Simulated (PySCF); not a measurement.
Molecule: SMILES [SiH3]CO[SiH3]. Atoms near the plane z = 0.8 Å, at the GFN2-xTB optimised geometry (x, y, z in Å): Si1 (1.4, -1.0, 0.0), C2 (-0.5, -1.0, 0.0), O3 (-1.0, 0.3, 0.0), Si4 (-1.3, 1.3, 1.2), H5 (1.9, -2.4, -0.1), H6 (1.9, -0.4, 1.2), H8 (-0.9, -1.6, 0.9), H11 (-1.9, 2.4, 0.5).

Calculation: PySCF with B3LYP/def2-TZVP. The values are rescaled to run from 0 to 1.

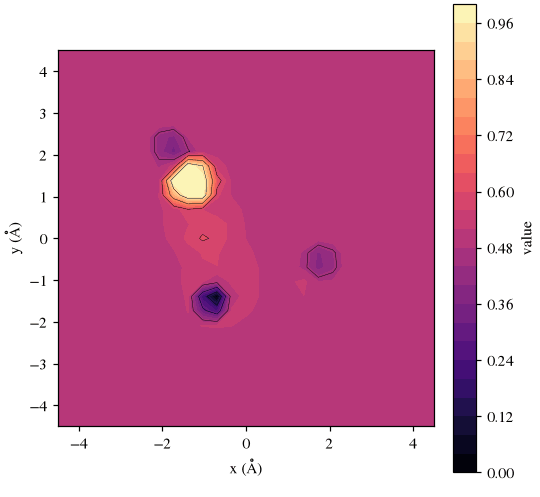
Figure: a field on the plane z = 0.8 Å.

**Question.** Which quantity is mapped?
(A) electrostatic potential
(B) log10 of the electron density
(C) electron localisation function
(D) Laplacian of the electron density

**Answer.** D, Laplacian of the electron density. In full: Laplacian of the electron density (e/bohr⁵), clipped to [-1.50, 1.50].
